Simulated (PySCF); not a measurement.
**Geometry relaxation, with input and output: BNH6O2 (part 2 of 2)**

Continued. System: BNH6O2. Method: RKS PBE0-D4/def2-TZVP, density fitting (PySCF 2.14.0). The geometry is a transition state displaced along its imaginary mode. The reaction was set up to form B1–N6 and H2–H5 and to break B1–H2 and H5–N6 (atoms counted from 1 in the order of the input); sticks are drawn by distance alone.

Geometry of the input (Å):
```
B  0.4368  0.1519  -0.0249
H  0.4437  0.9425  1.0315
O  0.4060  0.9123  -1.2640
O  1.3037  -0.9737  -0.0603
H  -0.7547  0.1592  1.0778
N  -1.0532  -0.5093  0.3567
H  -0.0396  1.7514  -1.0785
H  2.1666  -0.7055  -0.3939
H  -1.8513  -0.2234  -0.1975
H  -1.0582  -1.5052  0.5529
```

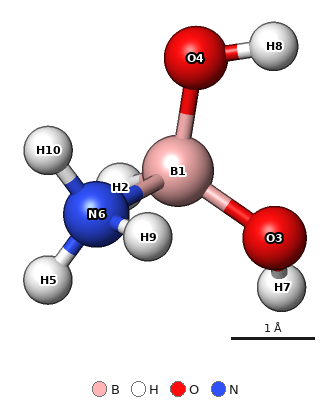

The geometry at step 36 of the log (ball-and-stick view, seen at a tilt; atoms are numbered from 1 in the order of the input).

**Trajectory as extended XYZ, continued**
```
10
Properties=species:S:1:pos:R:3:forces:R:3 step=15 energy=-6356.66947
B     0.4525    0.2732   -0.0278    0.0379   0.0990   0.1939
H     0.7110    1.1554    0.7960   -0.0196  -0.0788  -0.0489
O     0.1251    0.7781   -1.3240   -0.0484   0.0626  -0.1067
O     1.3081   -0.8759   -0.0423    0.2168   0.0234  -0.1437
H    -1.2560   -0.0894    1.4573   -0.1237   0.0712   0.2084
N    -0.9607   -0.4557    0.5670    0.0572  -0.1570  -0.4275
H     0.0574    1.7328   -1.3114    0.0274  -0.0373  -0.0142
H     2.0648   -0.7244   -0.6169   -0.2145  -0.0459   0.1337
H    -1.6875   -0.3197   -0.1336    0.0831  -0.0023   0.1668
H    -0.7589   -1.4500    0.6465   -0.0163   0.0658   0.0381
10
Properties=species:S:1:pos:R:3:forces:R:3 step=17 energy=-6356.67185
B     0.4501    0.2870   -0.0167   -0.0449   0.0012  -0.0897
H     0.6849    1.1773    0.7948    0.0004  -0.0081   0.0250
O     0.1138    0.7720   -1.3264    0.0148   0.0511   0.0221
O     1.3301   -0.8467   -0.0211    0.0519   0.0713  -0.0297
H    -1.2809   -0.1054    1.4498    0.0609  -0.0362  -0.1477
N    -0.9495   -0.4709    0.5604   -0.3063   0.2441   0.0436
H     0.0599    1.7283   -1.3422    0.0270  -0.0883   0.0264
H     2.0709   -0.6860   -0.6076   -0.0460  -0.0319   0.0201
H    -1.6803   -0.3569   -0.1427    0.1857  -0.0376   0.1437
H    -0.7363   -1.4552    0.6648    0.0559  -0.1650  -0.0140
10
Properties=species:S:1:pos:R:3:forces:R:3 step=20 energy=-6356.67452
B     0.4414    0.2970   -0.0138   -0.0136  -0.0237  -0.0104
H     0.6676    1.1749    0.8133    0.0030   0.0014   0.0218
O     0.0988    0.7997   -1.3124    0.0077  -0.0045  -0.0051
O     1.3347   -0.8261   -0.0346    0.0968   0.0504  -0.0649
H    -1.2733   -0.1377    1.4544   -0.0015  -0.0141  -0.0312
N    -0.9480   -0.4873    0.5603   -0.0347   0.0159  -0.0031
H     0.0669    1.7557   -1.3151    0.0013  -0.0150   0.0110
H     2.0589   -0.6627   -0.6422   -0.0858  -0.0298   0.0506
H    -1.6778   -0.3731   -0.1371    0.0240  -0.0058   0.0293
H    -0.7145   -1.4734    0.6431    0.0022   0.0254   0.0020
10
Properties=species:S:1:pos:R:3:forces:R:3 step=23 energy=-6356.67642
B     0.4305    0.3099    0.0047    0.0011   0.0151   0.0219
H     0.6379    1.1674    0.8601    0.0031  -0.0137  -0.0158
O     0.0905    0.8389   -1.2838    0.0189  -0.0476  -0.0094
O     1.3435   -0.7961   -0.0369    0.0883   0.0134  -0.0533
H    -1.3147   -0.1456    1.4260   -0.0283  -0.0021   0.0052
N    -0.9549   -0.5026    0.5495    0.0169   0.0097  -0.0448
H     0.0986    1.7940   -1.2767   -0.0219   0.0502   0.0098
H     2.0208   -0.6409   -0.6980   -0.0821  -0.0206   0.0496
H    -1.6662   -0.4233   -0.1712    0.0230  -0.0055   0.0256
H    -0.6900   -1.4777    0.6570   -0.0193   0.0011   0.0114
10
Properties=species:S:1:pos:R:3:forces:R:3 step=25 energy=-6356.68090
B     0.4381    0.3109    0.0358   -0.0266   0.0551   0.0047
H     0.6289    1.1286    0.9319   -0.0008  -0.0161  -0.0192
O     0.1327    0.8923   -1.2415    0.0231  -0.2053   0.0653
O     1.3473   -0.7948   -0.0233    0.0651  -0.0071  -0.0361
H    -1.4112   -0.1142    1.3441    0.0109  -0.0511  -0.1299
N    -0.9721   -0.5120    0.5190   -0.0875   0.1665  -0.0276
H     0.1855    1.8439   -1.2107   -0.0231   0.1315   0.0276
H     1.9458   -0.6832   -0.7625   -0.0119  -0.0084  -0.0122
H    -1.6229   -0.4886   -0.2640    0.0717  -0.0248   0.1197
H    -0.6942   -1.4702    0.7035   -0.0208  -0.0404   0.0080
10
Properties=species:S:1:pos:R:3:forces:R:3 step=28 energy=-6356.69177
B     0.4919    0.2783    0.0616    0.0049  -0.0425  -0.0942
H     0.7303    1.0352    0.9956   -0.0308  -0.0136  -0.0207
O     0.2281    0.9228   -1.1965    0.0294  -0.2205   0.1524
O     1.3336   -0.8767   -0.0431   -0.0684   0.0639   0.0426
H    -1.5158    0.0323    1.2259    0.1753  -0.1329  -0.2731
N    -0.9963   -0.4600    0.4969   -0.1637   0.0323   0.1817
H     0.2836    1.8713   -1.1170    0.0072   0.1460   0.0132
H     1.8368   -0.8390   -0.8563   -0.0042   0.0185  -0.0584
H    -1.5613   -0.4922   -0.3516    0.0966  -0.0528   0.1552
H    -0.7938   -1.4096    0.8098   -0.0461   0.2008  -0.0986
10
Properties=species:S:1:pos:R:3:forces:R:3 step=31 energy=-6356.69479
B     0.4959    0.2726    0.0840    0.0291   0.0325  -0.0510
H     0.7402    0.9662    1.0690   -0.0312  -0.0767  -0.0834
O     0.2454    0.9989   -1.1326    0.0525   0.1600   0.2173
O     1.3243   -0.8829   -0.0871    0.0022   0.1002  -0.1455
H    -1.5728    0.0759    1.1487    0.2738  -0.2569  -0.3513
N    -1.0142   -0.4573    0.4736   -0.2547  -0.0401   0.1773
H     0.3340    1.9467   -0.9973   -0.0283  -0.2920  -0.0329
H     1.7505   -0.8506   -0.9485   -0.1089   0.0206   0.1484
H    -1.5367   -0.5319   -0.4035    0.1625  -0.0426   0.2950
H    -0.8306   -1.3947    0.8450   -0.0969   0.3949  -0.1744
10
Properties=species:S:1:pos:R:3:forces:R:3 step=33 energy=-6356.69749
B     0.4971    0.2723    0.0945    0.0364   0.0171  -0.0998
H     0.7443    0.9325    1.0990   -0.0209  -0.0439  -0.0651
O     0.2523    1.0263   -1.1029   -0.0339  -0.5084   0.0352
O     1.3185   -0.8801   -0.1129    0.2563   0.0776  -0.5795
H    -1.5576    0.0580    1.1470   -0.0323   0.0354   0.0297
N    -1.0143   -0.4573    0.4656    0.0969   0.0278   0.1101
H     0.3155    1.9609   -0.9589    0.0455   0.4339   0.1018
H     1.7202   -0.8328   -0.9964   -0.3023  -0.0068   0.6042
H    -1.5415   -0.5205   -0.3953   -0.0750  -0.0076  -0.1876
H    -0.8366   -1.3944    0.8092    0.0293  -0.0245   0.0504
10
Properties=species:S:1:pos:R:3:forces:R:3 step=36 energy=-6356.71195
B     0.5007    0.2667    0.1079   -0.0094   0.0209  -0.0328
H     0.7671    0.8465    1.1522    0.0018  -0.0246  -0.0027
O     0.2501    1.1085   -1.0255    0.0120   0.1452   0.0662
O     1.3048   -0.8746   -0.1896    0.0159   0.0468  -0.1126
H    -1.6130    0.1146    1.0492    0.1286  -0.1112  -0.1320
N    -1.0228   -0.4511    0.4408   -0.2095  -0.0661   0.0130
H     0.3412    2.0378   -0.8070    0.0000  -0.1731  -0.0295
H     1.6277   -0.7996   -1.0916   -0.0338  -0.0135   0.1077
H    -1.5004   -0.5728   -0.4545    0.1361  -0.0183   0.2228
H    -0.8722   -1.3645    0.8680   -0.0413   0.1937  -0.0992
10
Properties=species:S:1:pos:R:3:forces:R:3 step=39 energy=-6356.71822
B     0.5175    0.2526    0.1156    0.0282  -0.0317  -0.0143
H     0.8129    0.7309    1.2023    0.0108   0.0037  -0.0214
O     0.2463    1.1817   -0.9381   -0.0460  -0.0771  -0.0665
O     1.3069   -0.8625   -0.2959   -0.0110   0.0348  -0.0558
H    -1.6192    0.1172    0.9788    0.0375  -0.0302   0.0096
N    -1.0034   -0.4737    0.4294   -0.1454  -0.0205  -0.1217
H     0.3358    2.0893   -0.6601    0.0409   0.0997   0.0636
H     1.5474   -0.7473   -1.2186   -0.0010  -0.0068   0.0778
H    -1.4505   -0.6548   -0.4687    0.0934   0.0048   0.1079
H    -0.8617   -1.3581    0.9064   -0.0074   0.0235   0.0202
10
Properties=species:S:1:pos:R:3:forces:R:3 step=41 energy=-6356.71974
B     0.5169    0.2525    0.1100    0.0095   0.0059  -0.0336
H     0.8167    0.7196    1.2004    0.0110  -0.0044  -0.0189
O     0.2312    1.1981   -0.9281   -0.0112   0.0749   0.0542
O     1.3101   -0.8521   -0.3199   -0.0313   0.0224   0.0109
H    -1.6172    0.1036    0.9727    0.0104  -0.0055   0.0245
N    -0.9990   -0.4874    0.4277   -0.0739   0.0027  -0.0887
H     0.3320    2.1024   -0.6298    0.0114  -0.1041  -0.0184
H     1.5427   -0.7286   -1.2421    0.0154   0.0080   0.0040
H    -1.4438   -0.6783   -0.4675    0.0584  -0.0079   0.0488
H    -0.8512   -1.3659    0.9128   -0.0002   0.0086   0.0165
10
Properties=species:S:1:pos:R:3:forces:R:3 step=44 energy=-6356.72183
B     0.5090    0.2621    0.0958    0.0087  -0.0271  -0.0393
H     0.8329    0.7015    1.1901    0.0050  -0.0011   0.0025
O     0.1641    1.2350   -0.8974   -0.0068  -0.0173   0.0164
O     1.3192   -0.8065   -0.3918   -0.0469   0.0238   0.0077
H    -1.6139    0.0654    0.9622    0.0013  -0.0046  -0.0017
N    -0.9787   -0.5232    0.4344    0.0117  -0.0132  -0.0188
H     0.2982    2.1258   -0.5790    0.0070   0.0135  -0.0030
H     1.5203   -0.6498   -1.3166    0.0038   0.0080   0.0182
H    -1.4139   -0.7616   -0.4531    0.0240   0.0007   0.0304
H    -0.8000   -1.3780    0.9513   -0.0083   0.0175  -0.0120
10
Properties=species:S:1:pos:R:3:forces:R:3 step=47 energy=-6356.72243
B     0.4980    0.2650    0.0906    0.0091  -0.0012  -0.0185
H     0.8413    0.7011    1.1800    0.0102   0.0045   0.0184
O     0.1208    1.2438   -0.8853   -0.0126  -0.0378  -0.0155
O     1.3103   -0.7899   -0.4224   -0.0182  -0.0153   0.0363
H    -1.6064    0.0431    0.9766    0.0070  -0.0112  -0.0101
N    -0.9640   -0.5403    0.4511   -0.0144  -0.0115   0.0117
H     0.2808    2.1318   -0.5728    0.0056   0.0379   0.0112
H     1.5070   -0.6138   -1.3435    0.0124   0.0146  -0.0334
H    -1.4007   -0.8011   -0.4287    0.0056   0.0044   0.0059
H    -0.7646   -1.3847    0.9773   -0.0049   0.0150  -0.0052
10
Properties=species:S:1:pos:R:3:forces:R:3 step=50 energy=-6356.72262
B     0.4972    0.2604    0.0916   -0.0023   0.0048   0.0089
H     0.8558    0.6960    1.1776   -0.0010   0.0010  -0.0005
O     0.1038    1.2398   -0.8776    0.0067   0.0104   0.0004
O     1.3026   -0.7932   -0.4350   -0.0034   0.0001  -0.0140
H    -1.6009    0.0358    0.9924   -0.0009   0.0028   0.0016
N    -0.9586   -0.5479    0.4680    0.0073  -0.0050   0.0074
H     0.2724    2.1287   -0.5693   -0.0044  -0.0108  -0.0012
H     1.5004   -0.6026   -1.3538    0.0037  -0.0042   0.0068
H    -1.3966   -0.8137   -0.4091   -0.0057  -0.0044  -0.0076
H    -0.7552   -1.3890    0.9974    0.0002   0.0045  -0.0009
10
Properties=species:S:1:pos:R:3:forces:R:3 step=52 energy=-6356.72267
B     0.4989    0.2564    0.0933   -0.0020  -0.0011  -0.0056
H     0.8630    0.6919    1.1774    0.0002  -0.0016   0.0000
O     0.1056    1.2365   -0.8752    0.0017   0.0002  -0.0025
O     1.2975   -0.8005   -0.4376   -0.0054  -0.0022   0.0138
H    -1.5972    0.0387    0.9995   -0.0047   0.0017   0.0087
N    -0.9574   -0.5483    0.4760   -0.0001  -0.0137  -0.0164
H     0.2704    2.1253   -0.5654   -0.0009  -0.0006   0.0040
H     1.4983   -0.6075   -1.3548    0.0061   0.0023  -0.0116
H    -1.3983   -0.8162   -0.3996    0.0057   0.0037   0.0090
H    -0.7548   -1.3887    1.0070   -0.0003   0.0106   0.0016
10
Properties=species:S:1:pos:R:3:forces:R:3 step=55 energy=-6356.72274
B     0.5023    0.2498    0.0919    0.0007   0.0029   0.0026
H     0.8765    0.6843    1.1735   -0.0012  -0.0031  -0.0016
O     0.1113    1.2325   -0.8744   -0.0008  -0.0014   0.0005
O     1.2884   -0.8134   -0.4444   -0.0011  -0.0014   0.0013
H    -1.5899    0.0450    1.0122   -0.0004   0.0013   0.0034
N    -0.9553   -0.5466    0.4872   -0.0033   0.0044  -0.0038
H     0.2682    2.1201   -0.5569    0.0002   0.0024  -0.0009
H     1.4959   -0.6156   -1.3593    0.0033  -0.0004  -0.0025
H    -1.4024   -0.8175   -0.3840    0.0019  -0.0024   0.0000
H    -0.7522   -1.3842    1.0220    0.0012  -0.0029   0.0019
```
